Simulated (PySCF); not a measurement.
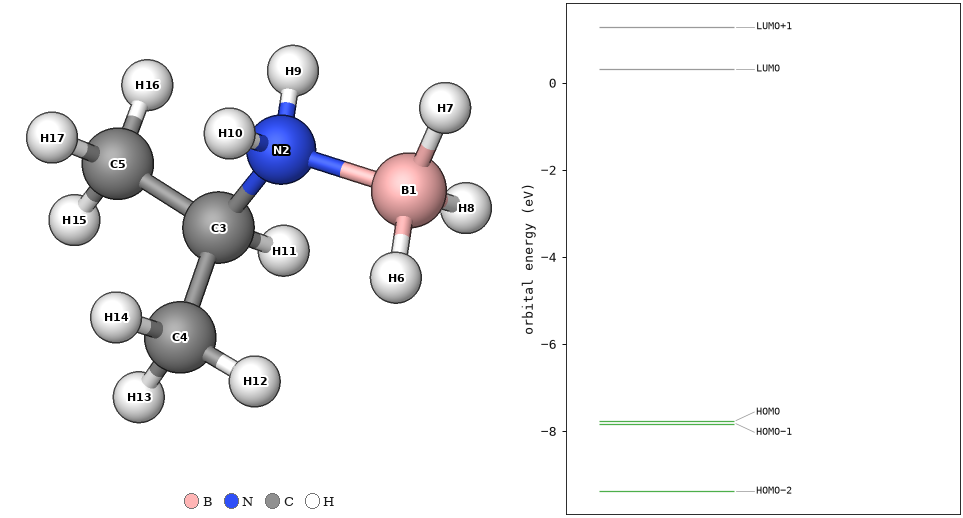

C₃H₁₂BN, SMILES [BH3-][NH2+]C(C)C. Kohn-Sham orbital energies near the frontier, PBE0/def2-SVPD (IEF-PCM cyclohexane), PySCF, at a PBE0-D3(BJ)/def2-SVP geometry (no frequency check); empty levels in grey, levels within 0.03 eV side by side.

Where do the frontier orbitals lie?

Answer. HOMO at −7.76 eV, LUMO at 0.32 eV, 8.08 eV apart.

How far below the HOMO does the next level lie?

Answer. 0.07 eV.

Caveats: one conformer of a flexible molecule; empty levels above zero depend strongly on the basis.
